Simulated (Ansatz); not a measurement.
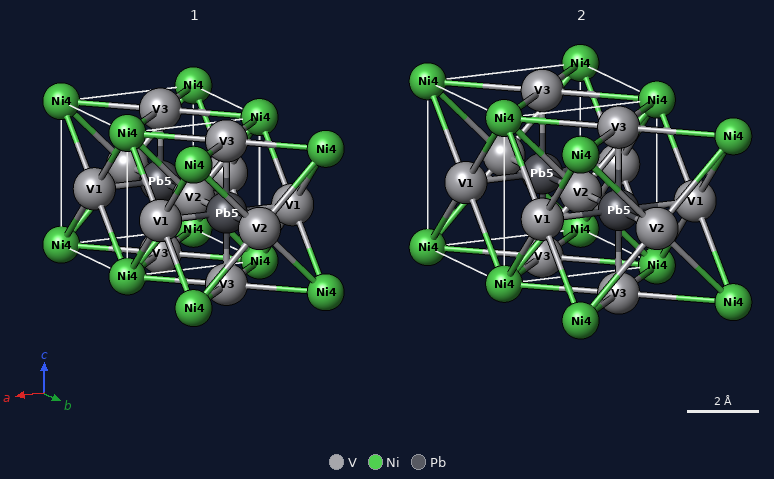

Two geometries of a crystal of V₃NiPb (built on the cubic perovskite type) (coarse preliminary run), drawn at one scale. One is the start of a relaxation, the other its converged end. The picture is a ball-and-stick view of the cell of the calculation, repeated 1 × 2 × 1 with one cell outlined, seen from a free direction.

Method: Ansatz, DFT PBE, scalar-relativistic, plane waves, PAW. (plane-wave cutoff 420 eV; k-point mesh 4 × 4 × 4; occupations gaussian; smearing width 0.1 eV; no spin polarisation; cell and atoms relaxed; force threshold 0.04 eV/Å; at most 70 steps)

> Which geometry has the lower energy?

Structure 2 is the relaxed one. Case: cubic perovskite type (Pm-3m, No. 221). The atoms keep their places relative to the cell (all moves are under 0.005 Å). The drawn cell changes as follows: a = b = c 4.220 → 4.879 Å (+15.6 %); the volume changes by +54.6 %. Among the contacts that change: V1–V2 2.984 → 3.450 Å, V1–Ni4 2.984 → 3.450 Å, V1–Pb5 2.110 → 2.440 Å. The space group stays Pm-3m (No. 221). Over 6 accepted moves (8 points after the start) the energy falls by 1418 meV per atom. All forces vanish by symmetry, so only the cell relaxes. The pressure goes from 81.40 to 0.03 GPa. The SCF was repeated twice at an unchanged geometry on a basis and grid sized afresh for the cell, which shifted the energy by 48.9 meV per atom at most.

Limits of the set-up: the k-point mesh is coarse for a cell with partly filled bands; an element that often carries a moment was run without spin polarisation.
